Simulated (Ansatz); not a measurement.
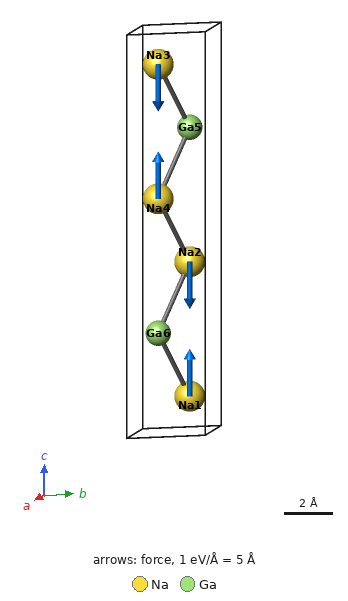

Starting geometry of crystalline Na2Ga (a generated structure, set up in P6_3/mmc) (coarse preliminary run) with the computed forces as blue arrows. Style: ball-and-stick. Shown: the cell of the calculation, slightly off an axis.

These are results of DFT PBE, scalar-relativistic, plane waves, PAW in Ansatz 0.2.0, not measurements. Settings: plane-wave cutoff 420 eV; k-point mesh 6 × 6 × 1; occupations gaussian; smearing width 0.1 eV; no spin polarisation; cell and atoms relaxed; force threshold 0.04 eV/Å; at most 70 steps.

Q: What follows when this structure is relaxed?

A: It isn't relaxed: the largest force vector, on Na atoms, is 0.40 eV/Å. The atoms end up moving mostly along the starting forces (cosine between the two patterns 1.00). The largest moves relative to the cell, 0.20 Å, are those of Na1, Na2, Na3 and Na4. Na4 goes along +c. Ga stays in place. The drawn cell changes as follows: a = b 3.507 → 3.463 Å (−1.2 %), c 17.180 → 15.882 Å (−7.6 %); the volume changes by −9.8 %. Among the contacts that change: Na1–Ga6 3.507 → 3.157 Å, Na1–Na3 3.507 → 3.652 Å, Na1–Na1 3.507 → 3.463 Å. Bond angles that change, for instance: Na3–Ga5–Na4 109.5° → 101.4°, Na3–Ga5–Na3 60.0° → 66.5°, Na3–Ga5–Na4 146.4° → 143.1°. The space group stays P6_3/mmc (No. 194). The energy falls by 66.0 meV per atom in 2 accepted moves (3 points after the start). The largest force component goes from 0.4 to 0.017 eV/Å. Pressure: −1.51 GPa at the start and −0.15 GPa at the end. At 1 point the geometry stayed and the basis and grid were re-selected for the new cell (energy shift of 0.2 meV per atom at most each time).
